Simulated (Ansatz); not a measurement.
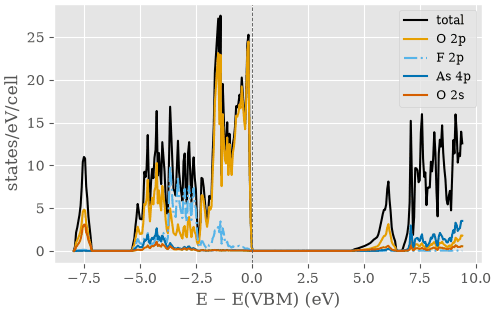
Total and projected density of states of CaMgAsO₄F in space group C2/c (No. 15; Pearson symbol mS32), DFT-LDA in the program Ansatz with PAW potentials

Problem. Which orbitals carry the states next to the gap?

Solution. Top 1 eV of the valence band: O 2p 94 %. Bottom 1 eV of the conduction band: O 2p 27 %, As 4s 23 %, Ca 4s 18 %, O 2s 17 %, Mg 3s 7 %. Projections are on Löwdin-orthogonalised atomic valence shells; empty p or d shells of many metals are not among them.

Problem. Where is the tallest occupied peak in this window, and what makes it?

Solution. Near -1.4 eV, about 27 states/eV per cell; the largest projected share is O 2p.

The workflow started from a Materials Project entry (that database holds measured and hypothetical structures alike); the Crystallography Open Database files this formula in space group No. 15, but the cells were not matched. Its standing as an ambient phase is unchecked. Symmetry was held in the LDA relaxation; whether a distortion lowers the energy is not shown. Spin–orbit coupling is left out wherever it is not named.

Potentials: the later of the program's two PAW sets.
